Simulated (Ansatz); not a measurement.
**TiO2 (I4_1/amd): least direct gap against volume**

The cell of TiO2 (I4_1/amd) is scaled evenly and the response computed anew at each volume, on one mesh. The atoms keep their fractional positions.

Symmetry: I4_1/amd, No. 141, tetragonal system. The conventional cell has a = 3.784 Å, b = 3.784 Å, c = 9.515 Å, α = 90.00°, β = 90.00°, γ = 90.00°. Ti on site a has 6 O at 1.93 to 1.98 Å as nearest neighbours. Around O on site e lie 3 Ti at 1.93 to 1.98 Å.

Method: Ansatz 0.2.0, PBE, independent particles, k-mesh 8×8×8 with interpolation inside its cells, Gaussian parameter 0.1 eV.

Launch of the response step: `ansatz run input.yaml --threads 4 --pin off --max-ram 8192MiB --backend cpu --events-out ev --progress --plain --runs-dir out`. The series took 3.6 min in all, on 4 threads of Arm Neoverse V1 (shared host).

```
V/V₀  V (Å³, primitive cell)  least direct gap (eV)
0.94                   64.04                 2.5967
0.96                   65.40                 2.5536
0.98                   66.76                 2.5088
1.00                   68.13                 2.4626
1.02                   69.49                 2.4163
1.04                   70.85                 2.3692
1.06                   72.21                      ?
```

For small changes the quantity should be close to linear in ln V.

Working, on the rows shown:

| x = ln(V/V₀) | y = least direct gap |
| --- | --- |
| -0.0618754 | 2.5967 |
| -0.040822 | 2.5536 |
| -0.0202027 | 2.5088 |
| 0 | 2.4626 |
| 0.0198026 | 2.4163 |
| 0.0392207 | 2.3692 |

Means: x̄ = -0.010646, ȳ = 2.4845. Σ(x − x̄)(y − ȳ) = -0.01612, Σ(x − x̄)² = 0.007154. Slope = -0.01612 / 0.007154 = -2.254; intercept = ȳ − slope · x̄ = 2.4605. The line misses the rows shown by at most 0.0033 eV.

Q: Predict the last column of the withheld row from the fit.

A: At x = 0.058269 the line gives y = 2.3292 eV. The run gave 2.3214 eV, so the extrapolation is off by 0.0078 eV, 3 % of the range in the table.

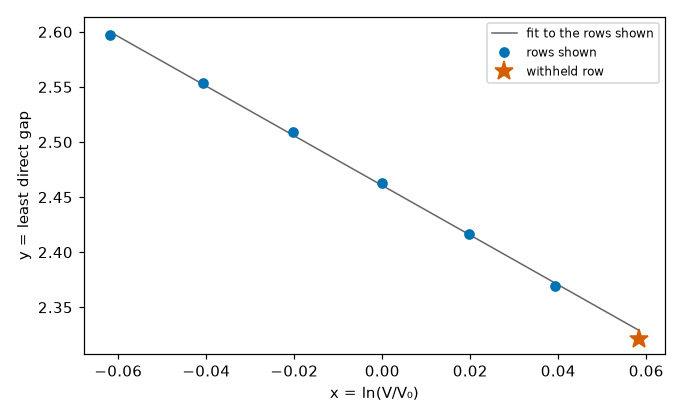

Between the rows on either side of x = 0 the slope is (2.4163 − 2.5088) / (0.019803 − (-0.020203)) = -2.312. That is a volume deformation potential of -2.3 eV: the least direct gap on this mesh widens by 23 meV for each per cent of compression. PBE gaps are as a rule too small.

[Logs are printed without paths, hosts, clocks, repeated set-up lines and the standing remarks that a program may print on its own settings, such as how far it seeks lower states.]
